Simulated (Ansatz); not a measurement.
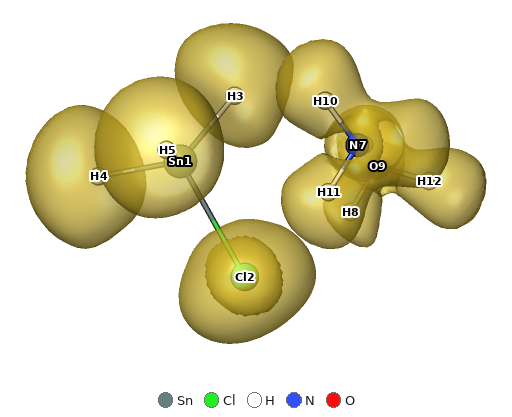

ClH3Sn···NH3···H2O. Isosurface of the ELF at 0.75 (yellow), seen from one side. Only the valence region is drawn (cores and ρ < 0.01 e/Å³ removed).

Core potentials replace the inner electrons of Sn.

Computed with RKS PBE0/def2-SVP in Ansatz.

Input file:

```
crystal:
  periodic: [false, false, false]
  atoms:
    - { symbol: Sn, position_ang: [-1.427299, -1.145628, 0.394404] }
    - { symbol: Cl, position_ang: [0.740604, -1.52565, 1.358758] }
    - { symbol: H, position_ang: [-1.164216, -0.664373, -1.213665] }
    - { symbol: H, position_ang: [-2.17136, -2.684607, 0.517428] }
    - { symbol: H, position_ang: [-2.217908, -0.015269, 1.397829] }
    - { symbol: H, position_ang: [0.55357, 1.287153, -0.329899] }
    - { symbol: "N", position_ang: [0.224842, 1.829469, 0.467293] }
    - { symbol: H, position_ang: [1.793614, -0.694752, -0.900016] }
    - { symbol: O, position_ang: [1.655636, -0.152938, -1.690163] }
    - { symbol: H, position_ang: [-0.76468, 2.031613, 0.36704] }
    - { symbol: H, position_ang: [0.37638, 1.277009, 1.306952] }
    - { symbol: H, position_ang: [2.400616, 0.457972, -1.675861] }
basis:
  gaussian: { orbitals: def2-SVP }
hamiltonian:
  xc: pbe0
relax:
  f_tol: 0.03
  max_steps: 50
output:
  orbitals: {}
```

Launched as:

```sh
ansatz run input.yaml --threads 2 --pin off --max-ram 3072MiB --backend cpu --events-out ev --progress --plain --runs-dir out
```

The fields are those of the run's last geometry, not of the input's.

Question: Where are the electrons localised?

Answer: At this value the surface marks out three regions around hydrogen nuclei, one region wrapped around Cl (its valence shell), one joined region spread over several atoms (H, N), in which their bonds and any lone pairs are merged and one joined region spread over several atoms (H, O), in which their bonds and any lone pairs are merged. Along the contacts the grid gives the following. O9···H6 (2.12 Å): the ELF dips to about 0.10 between them (a closed-shell contact with the geometry of a hydrogen bond). Sn–Cl (2.39 Å): the ELF peaks at about 0.85 in the valence shell of Cl, 0.9 Å from its nucleus, and drops to about 0.15 between the two atoms.
